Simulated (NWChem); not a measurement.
**BNH4 (SMILES BN) at 6 levels**

Wanted: a comparison of 6 runs (HF/STO-3G, HF/3-21G, B3LYP/6-31G*, B2PLYP/def2-TZVPP, wB97X/def2-TZVPP) of BNH4. 

The calculation is run with NWChem 7.3.0.

## 1. The system as given

BNH4 has 6 atoms, charge 0, and is taken as a singlet. SMILES: `BN`. Geometry: relaxed at PBE0-D4/def2-TZVP.

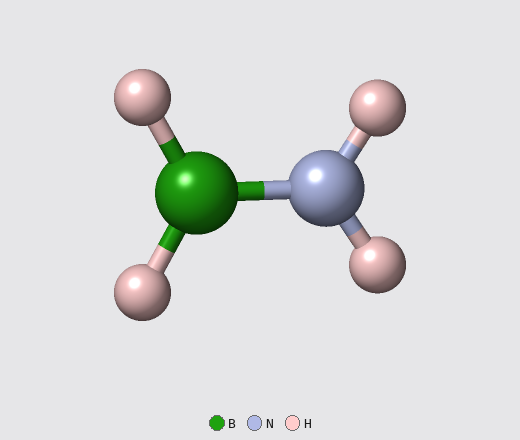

The structure, seen from a chosen angle (boron green, nitrogen light blue, hydrogen pink).

## 2. Energy and gradient at HF/STO-3G (run 1)

The input, run.py:

```python
from ase import Atoms
from ase.calculators.nwchem import NWChem

mol = Atoms(['B', 'N', 'H', 'H', 'H', 'H'], positions=[
    [-0.128200, -0.679600, -0.025600],
    [0.146100, 0.677400, 0.010800],
    [0.225800, -1.368000, 0.887500],
    [-0.712000, -1.128700, -0.969200],
    [-0.121600, 1.313700, -0.720800],
    [0.632000, 1.121400, 0.771300],
])

calc = NWChem(
    label='a',
    theory='scf',
    memory='2200 mb',
    basis='STO-3G',
    basispar='spherical bse',
    scf={'nopen': '0', 'rhf': None, 'thresh': '1e-08', 'maxiter': '80'},
)
mol.calc = calc

forces = mol.get_forces()
e = mol.get_potential_energy()
print(f"E = {e:.6f} eV")
print("forces (eV/A):")
for s, f in zip(mol.symbols, forces):
    print(f"{s:2s} {f[0]:10.5f} {f[1]:10.5f} {f[2]:10.5f}")
print("dipole (e A):", mol.get_dipole_moment().round(4))
```

Launch:

```console
export ASE_NWCHEM_COMMAND="nwchem PREFIX.nwi > PREFIX.nwo"
python run.py
```

Log:

```text
E = -2189.525588 eV
forces (eV/A):
B    -0.07770   -0.39101   -0.00951
N    -0.33085   -1.62247   -0.04844
H    -0.39425    0.65975   -0.97846
H     0.60837    0.40382    1.00643
H    -0.14990    0.53654   -0.47365
H     0.34427    0.41333    0.50358
dipole (e A): [0.0714 0.3537 0.0095]
```

The calculator wrote a.nwi:

```
title "a"

permanent_dir a

scratch_dir a

start a

geometry units angstrom nocenter noautosym noautoz
  B  -1.2820000000000001e-01 -6.7959999999999998e-01 -2.5600000000000001e-02
  N  1.4610000000000001e-01 6.7740000000000000e-01 1.0800000000000001e-02
  H  2.2580000000000000e-01 -1.3680000000000001e+00 8.8749999999999996e-01
  H  -7.1199999999999997e-01 -1.1287000000000000e+00 -9.6919999999999995e-01
  H  -1.2160000000000000e-01 1.3137000000000001e+00 -7.2080000000000000e-01
  H  6.3200000000000001e-01 1.1214000000000000e+00 7.7129999999999999e-01
end

memory 2200 mb

basis spherical bse noprint
   * library STO-3G
end

scf
  nopen 0
  rhf
  thresh 1e-08
  maxiter 80
end

task scf gradient
```

a.nwo:

```text
Northwest Computational Chemistry Package (NWChem) 7.3.0
             --------------------------------------------------------

           Job information
           ---------------

    nwchem branch   = 7.3.0
    use scalapack   = T
    input           = a.nwi
    prefix          = a.
    data base       = a/a.db
    status          = startup
    nproc           =        1

           Memory information
           ------------------

[... 5 lines left out ...]
    hardfail = no
[... 129 lines left out ...]
         Quadratically convergent ROHF
[... 14 lines left out ...]
       Final RHF  results
[... 4 lines left out ...]
      Two-electron energy =     59.992161897597
[... 23 lines left out ...]
                       ROHF Final Molecular Orbital Analysis
[... 158 lines left out ...]
                 ----------------------------------------
                 |  Time  |  1-e(secs)   |  2-e(secs)   |
                 ----------------------------------------
                 |  CPU   |       0.00   |       0.03   |
                 ----------------------------------------
                 |  WALL  |       0.00   |       0.03   |
                 ----------------------------------------

 Task  times  cpu:        0.2s     wall:        0.2s
 Total times  cpu:        0.2s     wall:        0.2s
```

Run time: 1.2 s. Hardware: 1 thread of Intel Xeon Platinum 8488C (Sapphire Rapids), shared host; peak memory 0.097 GiB.

## 3. Energy and forces at HF/3-21G (run 2)

The input, run.py:

```python
from ase import Atoms
from ase.calculators.nwchem import NWChem

system = Atoms('BNHHHH', positions=[
    [-0.128200, -0.679600, -0.025600],
    [0.146100, 0.677400, 0.010800],
    [0.225800, -1.368000, 0.887500],
    [-0.712000, -1.128700, -0.969200],
    [-0.121600, 1.313700, -0.720800],
    [0.632000, 1.121400, 0.771300],
])

calc = NWChem(
    label='run',
    theory='scf',
    memory='2200 mb',
    basis='3-21G',
    basispar='spherical bse',
    scf={'nopen': '0', 'rhf': None, 'thresh': '1e-08', 'maxiter': '80'},
)
system.calc = calc

forces = system.get_forces()
print(f"energy = {system.get_potential_energy():.6f} eV")
print("forces (eV/A):")
for s, f in zip(system.symbols, forces):
    print(f"{s:2s} {f[0]:10.5f} {f[1]:10.5f} {f[2]:10.5f}")
print("dipole (e A):", system.get_dipole_moment().round(4))
```

Launch:

```console
export ASE_NWCHEM_COMMAND="nwchem PREFIX.nwi > PREFIX.nwo"
python run.py
```

Log:

```text
energy = -2205.294906 eV
forces (eV/A):
B    -0.14624   -0.72860   -0.01882
N     0.20852    1.04346    0.02448
H    -0.08078    0.01039   -0.15586
H     0.07626   -0.02977    0.15493
H     0.06063   -0.17160    0.17530
H    -0.11837   -0.12388   -0.17998
dipole (e A): [0.0852 0.4219 0.0113]
```

The calculator wrote run.nwi:

```
title "run"

permanent_dir run

scratch_dir run

start run

geometry units angstrom nocenter noautosym noautoz
  B  -1.2820000000000001e-01 -6.7959999999999998e-01 -2.5600000000000001e-02
  N  1.4610000000000001e-01 6.7740000000000000e-01 1.0800000000000001e-02
  H  2.2580000000000000e-01 -1.3680000000000001e+00 8.8749999999999996e-01
  H  -7.1199999999999997e-01 -1.1287000000000000e+00 -9.6919999999999995e-01
  H  -1.2160000000000000e-01 1.3137000000000001e+00 -7.2080000000000000e-01
  H  6.3200000000000001e-01 1.1214000000000000e+00 7.7129999999999999e-01
end

memory 2200 mb

basis spherical bse noprint
   * library 3-21G
end

scf
  nopen 0
  rhf
  thresh 1e-08
  maxiter 80
end

task scf gradient
```

run.nwo:

```text
Northwest Computational Chemistry Package (NWChem) 7.3.0
             --------------------------------------------------------

           Job information
           ---------------

    nwchem branch   = 7.3.0
    use scalapack   = T
    input           = run.nwi
    prefix          = run.
    data base       = run/run.db
    status          = startup
    nproc           =        1

           Memory information
           ------------------

[... 5 lines left out ...]
    hardfail = no
[... 129 lines left out ...]
         Quadratically convergent ROHF
[... 14 lines left out ...]
       Final RHF  results
[... 4 lines left out ...]
      Two-electron energy =     59.344087894711
[... 27 lines left out ...]
                       ROHF Final Molecular Orbital Analysis
[... 192 lines left out ...]
                 ----------------------------------------
                 |  Time  |  1-e(secs)   |  2-e(secs)   |
                 ----------------------------------------
                 |  CPU   |       0.00   |       0.05   |
                 ----------------------------------------
                 |  WALL  |       0.00   |       0.05   |
                 ----------------------------------------

 Task  times  cpu:        0.3s     wall:        0.3s
 Total times  cpu:        0.3s     wall:        0.3s
```

It took 1.3 s on 1 thread of Intel Xeon Platinum 8488C (Sapphire Rapids), shared host; peak memory 0.099 GiB.

## 4. Energy and forces at B3LYP/6-31G(d) (spherical functions) (run 3)

The input, mymol.nw:

```
start mymol
title "BH4N gradient"
memory 2200 mb

geometry units angstrom noautosym nocenter noautoz
B    -0.128200   -0.679600   -0.025600
N     0.146100    0.677400    0.010800
H     0.225800   -1.368000    0.887500
H    -0.712000   -1.128700   -0.969200
H    -0.121600    1.313700   -0.720800
H     0.632000    1.121400    0.771300
end

basis "ao basis" spherical bse
* library 6-31G*
end

dft
xc b3lyp
grid xfine
convergence energy 1e-08
maxiter 100
mulliken
end

task dft gradient
```

Launch:

```console
nwchem mymol.nw > mymol.out
```

Log:

```text
[...]
          Wavefunction type:  closed shell.
          No. of atoms     :     6
          No. of electrons :    16
[...]
          Charge           :     0
          Spin multiplicity:     1
[...]
          AO basis - number of functions:    36
[...]
              XC Information
              --------------
                         B3LYP Method XC Potential
                     Hartree-Fock (Exact) Exchange  0.200
                        Slater Exchange Functional  0.800 local
                    Becke 1988 Exchange Functional  0.720 non-local
              Lee-Yang-Parr Correlation Functional  0.810
                  VWN I RPA Correlation Functional  0.190 local
[...]
 d= 0,ls=0.0,diis     1    -82.0086077852 -1.14D+02  1.33D-02  2.20D-01     0.9
[...]
 d= 0,ls=0.0,diis     8    -82.0376599011 -6.02D-11  5.50D-08  6.35D-12     6.1
         Total DFT energy =      -82.037659901141
      One electron energy =     -173.543963988763
           Coulomb energy =       71.696654642080
    Exchange-Corr. energy =      -12.506445943139
 Nuclear repulsion energy =       32.316095388681
[...]
  wavefunction    = closed shell
                         DFT ENERGY GRADIENTS
    atom               coordinates                        gradient
                 x          y          z           x          y          z
   1 B      -0.242263  -1.284258  -0.048377    0.001308   0.006556   0.000162
   2 N       0.276089   1.280100   0.020409   -0.000176  -0.001072   0.000040
   3 H       0.426700  -2.585145   1.677132    0.000012   0.000166  -0.000043
   4 H      -1.345485  -2.132934  -1.831522    0.000063   0.000155   0.000060
   5 H      -0.229791   2.482533  -1.362114    0.001140  -0.003326   0.003334
   6 H       1.194307   2.119139   1.457546   -0.002348  -0.002478  -0.003553
[...]
```

Run time: 8.1 s. Hardware: 1 thread of Intel Xeon Platinum 8488C (Sapphire Rapids), shared host; peak memory 0.12 GiB.

Runs 4 to 5 aren't shown in full; the table further down has their settings and results.

## 5. Energy and forces at wB97X/def2-TZVPP (run 6)

The input, bh4n.nw:

```
start bh4n
memory total 2200 mb

geometry units angstroms noautosym nocenter noautoz
  B    -0.128200   -0.679600   -0.025600
  N     0.146100    0.677400    0.010800
  H     0.225800   -1.368000    0.887500
  H    -0.712000   -1.128700   -0.969200
  H    -0.121600    1.313700   -0.720800
  H     0.632000    1.121400    0.771300
end

basis "ao basis" spherical bse
  * library def2-TZVPP
end

dft
  xc wb97x
  grid fine
  convergence energy 1e-08
  maxiter 100
  mulliken
  noprint "final vectors analysis"
end

task dft gradient
```

Launch:

```console
nwchem bh4n.nw > bh4n.out
```

Log:

```text
[...]
          Wavefunction type:  closed shell.
          No. of atoms     :     6
          No. of electrons :    16
[...]
          Charge           :     0
          Spin multiplicity:     1
[...]
          AO basis - number of functions:   118
[...]
              XC Information
              --------------
                       wb97x  Method XC Functional
                     Hartree-Fock (Exact) Exchange  1.000
                         wb97x Exchange Functional  1.000
                      wb97x Correlation Functional  1.000
[...]
 d= 0,ls=0.0,diis     1    -82.0193733298 -1.14D+02  3.12D-03  3.08D-01     8.4
[...]
 d= 0,ls=0.0,diis     8    -82.0492805924 -3.73D-09  4.08D-07  2.22D-09    68.1
         Total DFT energy =      -82.049280592447
      One electron energy =     -173.509318413458
           Coulomb energy =       71.609651836322
    Exchange-Corr. energy =      -12.465709403992
 Nuclear repulsion energy =       32.316095388681
[...]
  wavefunction    = closed shell
[...]
                         DFT ENERGY GRADIENTS
    atom               coordinates                        gradient
                 x          y          z           x          y          z
   1 B      -0.242263  -1.284258  -0.048377    0.000603   0.003069   0.000069
   2 N       0.276089   1.280100   0.020409   -0.000941  -0.004860  -0.000063
   3 H       0.426700  -2.585145   1.677132    0.000168  -0.000168   0.000370
   4 H      -1.345485  -2.132934  -1.831522   -0.000206  -0.000071  -0.000368
   5 H      -0.229791   2.482533  -1.362114   -0.000399   0.001185  -0.001173
   6 H       1.194307   2.119139   1.457546    0.000774   0.000845   0.001165
[...]
```

It took 2.1 min on 1 thread of Intel Xeon Platinum 8488C (Sapphire Rapids), shared host; peak memory 0.12 GiB.

## 6. All runs side by side

```csv
run,level,iteration cap,module,energy (Eh),dipole moment (D),HOMO energy (eV),LUMO energy (eV),wall time
1,HF/STO-3G,80,scf,-80.463582,1.73,-10.29,9.17,1.2 s
2,HF/3-21G,80,scf,-81.043094,2.07,-11.85,4.72,1.3 s
3,B3LYP/6-31G* (spherical functions),100,dft,-82.037660,2.15,-8.04,0.71,8.1 s
4,B3LYP/6-31G* (Cartesian functions),100,dft,-82.039227,2.14,-8.04,0.71,8.7 s
5,B2PLYP/def2-TZVPP,100,dft,-81.998285,1.85,–,–,19 s
6,wB97X/def2-TZVPP,100,dft,-82.049281,1.92,–,–,2.1 min
```

## 7. What came out

| quantity | value |
| --- | --- |
| run 6: total energy | -82.04928 Eh |
| run 6: dipole moment | 1.92 D |
| run 6: largest force on an atom | 0.255 eV/Å |

What this shows: The dipole moment (its size) runs from 1.73 D (HF/STO-3G) to 2.15 D (B3LYP/6-31G*). The two ends differ in method and basis. Over runs 1, 2, 3, 4 the HOMO–LUMO gap runs from 8.74 eV (B3LYP/6-31G*) to 19.46 eV (HF/STO-3G). Totals of different functionals can't be ranked against each other. In run 1 the basis is minimal, so the values are rough. All runs together took 2.7 min, the longest 2.1 min.
